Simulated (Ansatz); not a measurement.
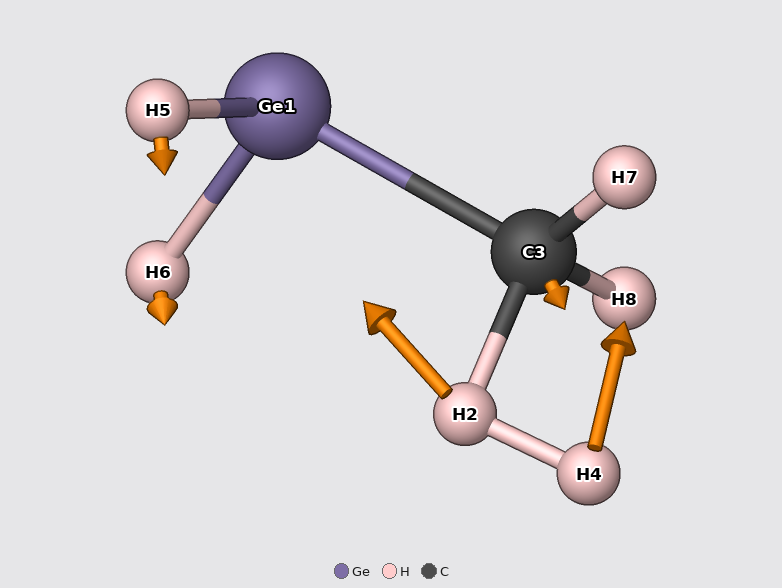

The arrows show one normal mode. Harmonic vibrations computed with RKS PBE0-D4/def2-TZVP (Ansatz 0.2.0) at a stationary point of the same level. It is a saddle point of order 1.

> Estimate its harmonic wavenumber.

1052i cm⁻¹; it is mode 1 of 18 counted from the lowest.
